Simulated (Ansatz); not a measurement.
# CaZnNi in the AlB2 type: phonon-mediated transition temperature, part 2 of 2

Aim: the phonon-mediated transition temperature of CaZnNi in the AlB2 type at ambient pressure, over a range of μ*. The cell shown first is a relaxed one, from steps not shown here.

Ansatz 0.2.0; DFT PBE, scalar-relativistic, plane waves, PAW; PAW set soft_1.

So far, log mean phonon energy ħω_log (meV): step 2 (electron–phonon run: q 3×3×2, k 6×6×6, scattering 12×12×8) 9.49.

The structure was built from a prototype and need not be the compound's stable phase.

In doubt: the program doubts the meshes or the phonons of the coupling sums (step 3), which bears on λ, Tc and transport values.

## Step 3: Coupling and resistivity: scattering mesh 18×18×12

The next rung changes the scattering mesh, which samples the Fermi surface.

input.yaml

```yaml
crystal:
  lattice:
    - [4.2052760946, 0.0, 0.0]
    - [-2.1026380473, 3.6418759279, 0.0]
    - [0.0, 0.0, 3.9082515567]
  atoms:
    - { symbol: Ca, position: [0.0, 0.0, 0.0] }
    - { symbol: Zn, position: [0.3333333333, 0.6666666667, 0.5] }
    - { symbol: Ni, position: [0.6666666667, 0.3333333333, 0.5] }
kpoints:
  mp_grid: { grid: [6, 6, 6] }
hamiltonian:
  xc: pbe
  pseudopotentials: { kind: paw, azcp: { folder: soft_1 } }
scf:
  occupations: { method: methfessel_paxton, width: 0.2 }
output:
  eigenvalues: true
phonons:
  method: dfpt
  qmesh: [3, 3, 2]
  temperatures: { t_max: 1000, t_step: 50 }
  qpath:
    path:
      - [[0.0, 0.0, 0.0], [0.5, 0.0, 0.0], [0.33333333, 0.33333333, 0.0], [0.0, 0.0, 0.0], [0.0, 0.0, 0.5], [0.5, 0.0, 0.5], [0.33333333, 0.33333333, 0.5], [0.0, 0.0, 0.5]]
      - [[0.5, 0.0, 0.5], [0.5, 0.0, 0.0]]
      - [[0.33333333, 0.33333333, 0.5], [0.33333333, 0.33333333, 0.0]]
    npoints: 10
  electrical_resistivity:
    mesh: [18, 18, 12]
    temperatures: [20.0, 50.0, 77.0, 100.0, 150.0, 200.0, 300.0, 400.0, 600.0, 800.0]
  superconductivity: { mesh: [18, 18, 12] }
```

Run with:

```bash
$ ansatz run input.yaml --threads 4 --pin off --max-ram 12288MiB --backend cpu --events-out ev --progress --plain --runs-dir out
```

Numbers of over 12 decimals in the logs are rounded to 6 here.

Output:

```text
[...]
Crystal: 3 atoms, lattice volume = 59.855 Å³
Basis set: ecut = 420 eV, 1171 PW (Γ), exchange–correlation on 60×60×54 points (8 copies of the dense FFT grid, shifted against one another)
Bands: 24, of which v1, the nominal top of the filled ones, is band 20 counted from 1 (19 counted from 0)
Symmetry: 12 space group operations
k-points: 28 of 216 (time reversal used)
[...]
SCF iter   1: F=—  HF=-10977.008950 eV  |F-HF|=—  |Δ(HF+E_count)|=         —  Δρ=6.22e-2  dr2=2.62e0  ethr=3.10e-3  ⟨swp⟩=6.4  Hψ=3236  notcnv=0
[...]
SCF iter  16: F=-10976.210607 eV  HF=-10976.210607 eV  |F-HF|=1.82e-12  |Δ(HF+E_count)|=  3.64e-12  S|Δr|=    0.00e0  Δρ=1.22e-7  dr2=6.40e-12  ethr=1.00e-12  ⟨swp⟩=5.4  Hψ=2989  notcnv=0
SCF 1 converged in 16 iterations: F = -10976.210607 eV  dr2 = 6.40e-12
[...]
SCF iter   6: F=-10976.210607 eV  HF=-10976.210607 eV  |F-HF|=0.00e0  |Δ(HF+E_count)|=    0.00e0  S|Δr|=    0.00e0  Δρ=1.10e-7  dr2=6.47e-12  ethr=1.00e-12  ⟨swp⟩=2.1  Hψ=1220  notcnv=0
SCF 2 converged in 6 iterations: F = -10976.210607 eV  dr2 = 6.47e-12
[...]
NSCF: frozen V_eff on 28 k-points
[...]
SCF iter   1: F=—  HF=-10977.008950 eV  |F-HF|=—  |Δ(HF+E_count)|=         —  Δρ=6.22e-2  dr2=2.62e0  ethr=3.10e-3  ⟨swp⟩=6.4  Hψ=3236  notcnv=0
[...]
SCF iter  16: F=-10976.210607 eV  HF=-10976.210607 eV  |F-HF|=9.09e-12  |Δ(HF+E_count)|=  3.64e-12  S|Δr|=    0.00e0  Δρ=1.22e-7  dr2=6.38e-12  ethr=1.00e-12  ⟨swp⟩=2.8  Hψ=1501  notcnv=0
SCF 3 converged in 16 iterations: F = -10976.210607 eV  dr2 = 6.38e-12
[...]
SCF converged after 16 iterations
[...]
Free energy (F): -10976.210607 eV
[...]
Internal energy: -10976.205890 eV  (E = F + TS)
E sigma→0 (E₀):  -10976.209427 eV
Entropy (-TS):   -0.004717 eV (-1.572 meV/atom)
Fermi energy:    9.325274 eV
[...]
--- Band table (eV; the first three rows and the last of 28) ---
  k-point 0: bands = [... 16 lower, 7.7281, 8.2238, 8.2238, 11.0532, 11.0532, 11.4558, 12.0955, 13.7882]
  k-point 1: bands = [... 16 lower, 7.7055, 8.1821, 8.1821, 10.1276, 11.3381, 11.3381, 12.7114, 13.3514]
  k-point 2: bands = [... 16 lower, 7.4440, 8.0928, 8.0928, 8.8065, 12.1018, 12.1018, 12.8289, 12.8289]
  k-point 27: bands = [... 16 lower, 7.9943, 8.0617, 8.3937, 8.5785, 9.1508, 9.9042, 10.0050, 13.8533]
[...]
ASR residual: 1.332e-4 → 0.000e0 eV/Å²; symmetrization residual: 2.641e-7 eV/Å²
  ASR residual per site (eV/Å²): 3.16e-6 5.26e-5 1.33e-4
  Γ frequencies (cm⁻¹): 0.00 0.00 0.00 116.92 155.89 155.89 178.57 203.95 203.95
--- Phonons (arbitrary-q DFPT): 6 irreducible q on the 3×3×2 mesh ---
[...]
interpolated dispersion: 93 rows × 9 modes
[...]
--- Electrical resistivity: potentials and phonons of a 3×3×2 supercell ---
[...]
at the Fermi level of each mesh (of a tensor a third of its trace):
[...]
18×18×12                     0.7640              5.2550    0.2868    0.3053           9.516
          9×9×6                     0.7428              4.9457    0.2658    0.2757           9.520
  resistivity on the deck's mesh, µΩ·cm:
[...]
20.00     1.6735e-1              no     7.5635e-2     7.5635e-2     3.5078e-1       2.8241e-1         1.7894e-1
     50.00      1.5711e0              no     7.2570e-1     7.2570e-1      3.2620e0        1.8263e0          1.4761e0
     77.00      3.1680e0              no      1.5623e0      1.5623e0      6.3796e0        3.4602e0          2.9612e0
    100.00      4.5435e0              no      2.3133e0      2.3133e0      9.0038e0        4.8649e0          4.2544e0
    150.00      7.4587e0              no      3.9198e0      3.9198e0      1.4537e1        7.8658e0          7.0067e0
    200.00      1.0293e1              no      5.4759e0      5.4759e0      1.9926e1        1.0808e1          9.6836e0
    300.00      1.5859e1              no      8.5122e0      8.5122e0      3.0551e1        1.6624e1          1.4936e1
    400.00      2.1381e1              no      1.1507e1      1.1507e1      4.1129e1        2.2434e1          2.0142e1
    600.00      3.2406e1              no      1.7451e1      1.7451e1      6.2316e1        3.4180e1          3.0517e1
    800.00      4.3449e1              no      2.3373e1      2.3373e1      8.3601e1        4.6208e1          4.0882e1
[...]
vibrations of 18 cells: unjudged by the run; compare a larger repeat
[...]
--- Superconductivity: potentials and phonons of a 3×3×2 supercell ---
           mesh         λ    ħω_log (meV)  μ* declared at (meV)
       18×18×12    0.2868           9.516               13.226
          9×9×6    0.2658           9.520               13.223
  λ by the species' shares of the modes' patterns: Ca 0.0583, Zn 0.1045, Ni 0.1241
[...]
0.08      0.088         0.089    none_found    none_found    none_found    none_found     none_found
      0.10      0.034         0.034    none_found    none_found    none_found    none_found     none_found
      0.12      0.009         0.009    none_found    none_found    none_found    none_found     none_found
      0.13      0.004         0.004    none_found    none_found    none_found    none_found     none_found
      0.14      0.002         0.002    none_found    none_found    none_found    none_found     none_found
      0.16      0.000         0.000    none_found    none_found    none_found    none_found     none_found
      0.20      0.000         0.000    none_found    none_found    none_found    none_found     none_found
  none_found: no transition down to 0.1 K
[...]
not converged in the mesh (λ): between neighbouring meshes, the two finest first, λ moves by 7.35 % and the anisotropic transition temperature over the full bandwidth at μ* = 0.13 by nothing (neither mesh has one); converged means that the two finest part by at most 2.00 % and 5.00 %
  vibrations of 18 cells: unjudged by the run; compare a larger repeat
[...]
```

Run time: 8 min. Hardware: 4 threads of Arm Neoverse V2, shared host; peak memory 4.5 GiB; 31 min of CPU time.

This step gave:

* resistivity at 300 K: 15.86 μΩ cm, mean of the axes
* coupling constant λ: 0.2868
* density of states at the Fermi level: 0.764 states/eV a spin and cell
* log mean phonon energy ħω_log: 9.516 meV
* transport coupling constant λ_tr: 0.2436, 0.2436, 0.4286 (xx, yy, zz)
* Drude plasma energy: 5.792, 5.792, 3.969 eV (xx, yy, zz)
* resistivity times mean free path: 9.897, 9.897, 18.94 × 10⁻¹⁶ Ω m² (xx, yy, zz)

An empty cell: under 1 mK by a formula, or no transition down to the floor of the Eliashberg search. Transition temperatures:

| μ* | McMillan Tc (K) | Allen–Dynes Tc (K) |
| --- | --- | --- |
| 0.08 | 0.0884 | 0.0894 |
| 0.1 | 0.0336 | 0.0339 |
| 0.12 | 0.00932 | 0.0094 |
| 0.13 | 0.00414 | 0.00418 |
| 0.14 | 0.00158 | 0.00159 |
| 0.16 | - | - |
| 0.2 | - | - |

Between step 2 and this run (scattering mesh 18×18×12) the value for the log mean phonon energy ħω_log moves from 9.49 meV to 9.52 meV.

## Step 4: Electron–phonon run: q 3×3×2, k 9×9×8, scattering 12×12×12

The next rung changes the k mesh of the density and its response; the scattering mesh, which samples the Fermi surface.

Changes to input.yaml since step 3:

```diff
@@ -10,3 +10,3 @@
 kpoints:
-  mp_grid: { grid: [6, 6, 6] }
+  mp_grid: { grid: [9, 9, 8] }
 hamiltonian:
@@ -29,4 +29,4 @@
   electrical_resistivity:
-    mesh: [18, 18, 12]
+    mesh: [12, 12, 12]
     temperatures: [20.0, 50.0, 77.0, 100.0, 150.0, 200.0, 300.0, 400.0, 600.0, 800.0]
-  superconductivity: { mesh: [18, 18, 12] }
+  superconductivity: { mesh: [12, 12, 12] }
```

Output:

```text
[...]
Crystal: 3 atoms, lattice volume = 59.855 Å³
Basis set: ecut = 420 eV, 1171 PW (Γ), exchange–correlation on 60×60×54 points (8 copies of the dense FFT grid, shifted against one another)
Bands: 24, of which v1, the nominal top of the filled ones, is band 20 counted from 1 (19 counted from 0)
Symmetry: 12 space group operations
k-points: 60 of 648 (time reversal used)
[...]
SCF iter   1: F=—  HF=-10977.039801 eV  |F-HF|=—  |Δ(HF+E_count)|=         —  Δρ=6.20e-2  dr2=2.60e0  ethr=3.10e-3  ⟨swp⟩=6.2  Hψ=7000  notcnv=0
[...]
SCF iter  15: F=-10976.244360 eV  HF=-10976.244360 eV  |F-HF|=3.64e-12  |Δ(HF+E_count)|=  9.09e-12  S|Δr|=    0.00e0  Δρ=1.12e-7  dr2=4.85e-12  ethr=1.00e-12  ⟨swp⟩=5.2  Hψ=7008  notcnv=0
SCF 1 converged in 15 iterations: F = -10976.244360 eV  dr2 = 4.85e-12
[...]
SCF iter   5: F=-10976.244360 eV  HF=-10976.244360 eV  |F-HF|=7.28e-12  |Δ(HF+E_count)|=  9.09e-12  S|Δr|=    0.00e0  Δρ=1.11e-7  dr2=7.59e-12  ethr=1.00e-12  ⟨swp⟩=2.0  Hψ=4039  notcnv=0
SCF 2 converged in 5 iterations: F = -10976.244360 eV  dr2 = 7.59e-12
[...]
SCF iter   1: F=—  HF=-10977.039801 eV  |F-HF|=—  |Δ(HF+E_count)|=         —  Δρ=6.20e-2  dr2=2.60e0  ethr=3.10e-3  ⟨swp⟩=6.2  Hψ=7000  notcnv=0
[...]
SCF iter  15: F=-10976.244360 eV  HF=-10976.244360 eV  |F-HF|=0.00e0  |Δ(HF+E_count)|=  9.09e-12  S|Δr|=    0.00e0  Δρ=1.12e-7  dr2=4.88e-12  ethr=1.00e-12  ⟨swp⟩=2.0  Hψ=4291  notcnv=0
SCF 3 converged in 15 iterations: F = -10976.244360 eV  dr2 = 4.88e-12
[...]
SCF converged after 15 iterations
[...]
Free energy (F): -10976.244360 eV
[...]
Internal energy: -10976.247133 eV  (E = F + TS)
E sigma→0 (E₀):  -10976.245053 eV
Entropy (-TS):   0.002773 eV (0.924 meV/atom)
Fermi energy:    9.253726 eV
[...]
--- Band table (eV; the first three rows and the last of 60) ---
  k-point 0: bands = [... 16 lower, 7.7027, 8.2118, 8.2118, 11.0511, 11.0511, 11.4580, 12.0906, 13.7893]
  k-point 1: bands = [... 16 lower, 7.6979, 8.1881, 8.1881, 10.5591, 11.2128, 11.2128, 12.5236, 13.5102]
  k-point 2: bands = [... 16 lower, 7.5604, 8.1274, 8.1274, 9.2943, 11.6697, 11.6697, 13.0633, 13.0633]
  k-point 59: bands = [... 16 lower, 7.9826, 8.0893, 8.4198, 8.5501, 9.1727, 9.8905, 9.9841, 13.8433]
[...]
ASR residual: 1.540e-4 → 0.000e0 eV/Å²; symmetrization residual: 2.446e-7 eV/Å²
  ASR residual per site (eV/Å²): 8.98e-6 6.37e-5 1.54e-4
  Γ frequencies (cm⁻¹): 0.00 0.00 0.00 122.56 158.81 158.81 179.81 212.12 212.12
--- Phonons (arbitrary-q DFPT): 6 irreducible q on the 3×3×2 mesh ---
[...]
interpolated dispersion: 93 rows × 9 modes
[...]
zero-point energy: 0.077283 eV/cell   skipped modes (ω ≤ 0): 3   left out of the sums: 6.43e-5 of the cell's modes: C_V's classical limit lies that fraction below 3 k_B per atom; for a crystal, a wire or a layer, F and S can be off by more, and a phonons.interpolated_qmesh denser along its periods is the remedy for the sampling
--- Electrical resistivity: potentials and phonons of a 3×3×2 supercell ---
[...]
at the Fermi level of each mesh (of a tensor a third of its trace):
[...]
12×12×12                     0.7928              5.2625    0.2820    0.3003          10.345
          6×6×6                     0.6340              4.8953    0.2255    0.2425          10.440
          3×3×3                     0.7065              4.1133    0.2184    0.2368          10.350
  resistivity on the deck's mesh, µΩ·cm:
[...]
20.00     1.3093e-1              no     6.2213e-2     6.2213e-2     2.6837e-1       2.2824e-1         1.3874e-1
     50.00      1.4389e0              no     6.9477e-1     6.9477e-1      2.9273e0        1.6705e0          1.3468e0
     77.00      2.9790e0              no      1.5395e0      1.5395e0      5.8581e0        3.2405e0          2.7874e0
    100.00      4.3126e0              no      2.3020e0      2.3020e0      8.3338e0        4.5954e0          4.0506e0
    150.00      7.1345e0              no      3.9302e0      3.9302e0      1.3543e1        7.4870e0          6.7359e0
    200.00      9.8652e0              no      5.5004e0      5.5004e0      1.8595e1        1.0313e1          9.3358e0
    300.00      1.5194e1              no      8.5483e0      8.5483e0      2.8485e1        1.5875e1          1.4406e1
    400.00      2.0438e1              no      1.1537e1      1.1537e1      3.8240e1        2.1394e1          1.9392e1
    600.00      3.0790e1              no      1.7415e1      1.7415e1      5.7540e1        3.2439e1          2.9222e1
    800.00      4.1039e1              no      2.3207e1      2.3207e1      7.6701e1        4.3607e1          3.8935e1
[...]
vibrations of 18 cells: unjudged by the run; compare a larger repeat
[...]
--- Superconductivity: potentials and phonons of a 3×3×2 supercell ---
           mesh         λ    ħω_log (meV)  μ* declared at (meV)
       12×12×12    0.2820          10.345               13.777
          6×6×6    0.2255          10.440               13.961
          3×3×3    0.2184          10.350               12.926
  λ by the species' shares of the modes' patterns: Ca 0.0592, Zn 0.1034, Ni 0.1194
[...]
0.08      0.083         0.084    none_found    none_found    none_found    none_found     none_found
      0.10      0.030         0.030    none_found    none_found    none_found    none_found     none_found
      0.12      0.008         0.008    none_found    none_found    none_found    none_found     none_found
      0.13      0.003         0.003    none_found    none_found    none_found    none_found     none_found
      0.14      0.001         0.001    none_found    none_found    none_found    none_found     none_found
      0.16      0.000         0.000    none_found    none_found    none_found    none_found     none_found
      0.20      0.000         0.000    none_found    none_found    none_found    none_found     none_found
  none_found: no transition down to 0.1 K
[...]
vibrations of 18 cells: unjudged by the run; compare a larger repeat
[...]
```

The job ended after 11 min (4 threads; peak memory 4.5 GiB; 43 min of CPU time).

Numbers from this step:

| Item | Value |
| --- | --- |
| zero point energy | 0.07728 eV/cell |
| share of imaginary modes in the plain interpolation between solved wavevectors | 0 |
| highest frequency, solved or plainly interpolated | 218.6 cm⁻¹ |
| Debye temperature (second moment) | 276 K |
| resistivity at 300 K | 15.19 μΩ cm, mean of the axes |
| coupling constant λ | 0.282 |
| density of states at the Fermi level | 0.7928 states/eV a spin and cell |
| log mean phonon energy ħω_log | 10.34 meV |
| transport coupling constant λ_tr | 0.2461, 0.2461, 0.4087 (xx, yy, zz) |
| Drude plasma energy | 5.786, 5.786, 4.016 eV (xx, yy, zz) |
| resistivity times mean free path | 9.809, 9.809, 18.45 × 10⁻¹⁶ Ω m² (xx, yy, zz) |
| second-moment phonon energy ħω₂ | 13.78 meV |

An empty cell: under 1 mK by a formula, or no transition down to the floor of the Eliashberg search. Transition temperatures:

| μ* | McMillan Tc (K) | Allen–Dynes Tc (K) |
| --- | --- | --- |
| 0.08 | 0.0832 | 0.0841 |
| 0.1 | 0.0302 | 0.0305 |
| 0.12 | 0.00782 | 0.00789 |
| 0.13 | 0.00331 | 0.00334 |
| 0.14 | 0.00118 | 0.00119 |
| 0.16 | - | - |
| 0.2 | - | - |

The Eliashberg function α²F has structure finer than the step of the table below, so its rows give means over 2 meV, whole bins alone (the curve runs from 0.106 to 27.1 meV). Peaks (meV: height): α²F 10.3: 0.181, 14.3: 0.0677, 18.6: 0.125, 19.6: 0.154, 20.1: 0.102, 21.8: 0.100, 26.6: 0.265; α²F tr 9.9: 0.186, 18.6: 0.151, 19.6: 0.120, 20.1: 0.112, 20.9: 0.113, 25.8: 0.125, 26.6: 0.314.

Eliashberg function α²F against phonon energy; means over each step:

| phonon energy (meV) | α²F | α²F tr |
| --- | --- | --- |
| 2 | 6.6e-4 | 3.0e-4 |
| 4 | 0.0273 | 0.0290 |
| 6 | 0.0719 | 0.0904 |
| 8 | 0.0694 | 0.0752 |
| 10 | 0.136 | 0.138 |
| 12 | 0.0818 | 0.0821 |
| 14 | 0.0498 | 0.0545 |
| 16 | 0.0371 | 0.0416 |
| 18 | 0.0429 | 0.0504 |
| 20 | 0.0850 | 0.0856 |
| 22 | 0.0628 | 0.0623 |
| 24 | 0.0421 | 0.0354 |
| 26 | 0.140 | 0.129 |

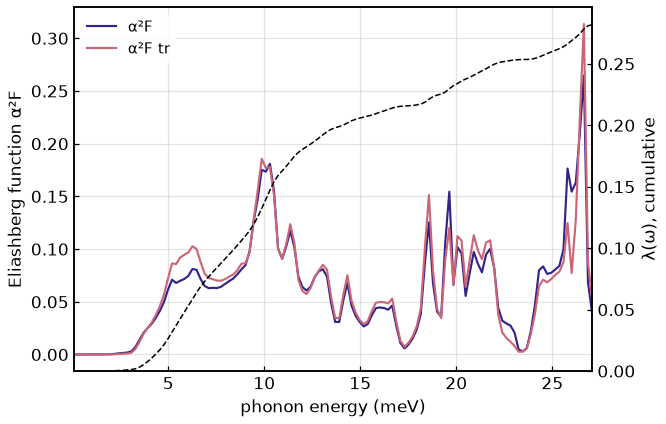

Eliashberg function α²F against phonon energy. The dashed line is the running λ.

The Eliashberg function α²F has structure finer than the step of the table below, so its rows give means over 2 meV, whole bins alone (the curve runs from 0.106 to 27.1 meV). Peaks (meV: height): α²F 10.3: 0.181, 18.6: 0.125, 19.6: 0.154, 26.6: 0.265; Ca 18.6: 0.0957, 19.6: 0.123, 20.1: 0.073, 21.8: 0.0662; Zn 9.9: 0.0698, 13.1: 0.0526, 14.3: 0.0336, 26.6: 0.125; Ni 10.3: 0.110, 14.3: 0.0306, 20.9: 0.0276, 26.6: 0.114.

The Eliashberg function α²F by phonon energy; means over each step:

| phonon energy (meV) | α²F | Ca | Zn | Ni |
| --- | --- | --- | --- | --- |
| 2 | 6.6e-4 | 1.4e-4 | 2.5e-4 | 2.4e-4 |
| 4 | 0.0273 | 0.00528 | 0.0100 | 0.0120 |
| 6 | 0.0719 | 0.0123 | 0.0250 | 0.0346 |
| 8 | 0.0694 | 0.00917 | 0.0232 | 0.0371 |
| 10 | 0.136 | 0.00960 | 0.0514 | 0.0752 |
| 12 | 0.0818 | 0.00850 | 0.0416 | 0.0317 |
| 14 | 0.0498 | 0.00299 | 0.0284 | 0.0183 |
| 16 | 0.0371 | 0.00870 | 0.0191 | 0.00929 |
| 18 | 0.0429 | 0.0313 | 0.00303 | 0.00861 |
| 20 | 0.0850 | 0.0615 | 0.00570 | 0.0177 |
| 22 | 0.0628 | 0.0420 | 0.00937 | 0.0114 |
| 24 | 0.0421 | 0.0116 | 0.0194 | 0.0110 |
| 26 | 0.140 | 0.0166 | 0.0698 | 0.0540 |

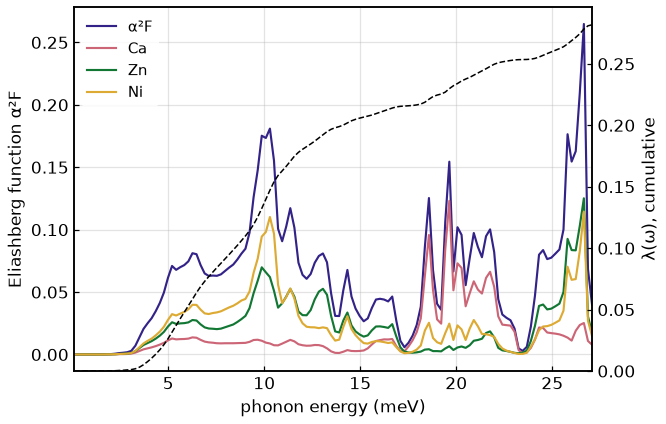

Eliashberg function α²F, plotted against phonon energy. The dashed line is the running λ.

## Step 5: Results

| Quantity | Value |
| --- | --- |
| meshes | q 3×3×2, k 9×9×8, scattering 12×12×12 |
| coupling constant λ | 0.282 |
| log mean phonon energy ħω_log | 10.3 meV |
| Allen–Dynes Tc at μ* = 0.1 | 0.0305 K |
| Allen–Dynes Tc at μ* = 0.13 | 0.00334 K |

In the last run (PBE, q 3×3×2, k 9×9×8, scattering 12×12×12), with λ = 0.28 and ħω_log = 10.3 meV, Tc at μ* = 0.13 is 0.0033 K by McMillan's formula and 0.0033 K by Allen and Dynes's. In that run Allen and Dynes's formula gives no transition above 0.05 K at μ* = 0.10 or more. By the run's own test λ is not converged in the fine mesh: it moves by 20 % between the two finest. The run's transport test calls it not converged in the mesh; ρ(300 K) moves by 15 % in the component that moves most. In 2 of the runs shown the interpolated phonons dip below zero somewhere, which the program warns of. The runs are not spin-polarised; where the real material orders magnetically, these values do not describe it. Over the runs, λ takes the values 0.287, 0.287 and 0.282, in the order shown. The structure is a hand-built model. The compound is a prototype filled by a generator; whether it can be made, and whether it orders so, was not tested. μ* is a typed number, phonons are harmonic, and spin fluctuations are left out; at μ* = 0.13 McMillan's formula turns 1 % in λ into about 18 % in Tc.

[Logs are printed without paths, hosts, clocks, repeated set-up lines and the standing remarks that a program may print on its own settings, such as how far it seeks lower states.]

[Hosts, paths, dates, database ids (printed as entryN), source tags and the programs' standing remarks are cut or masked in the printed files.]
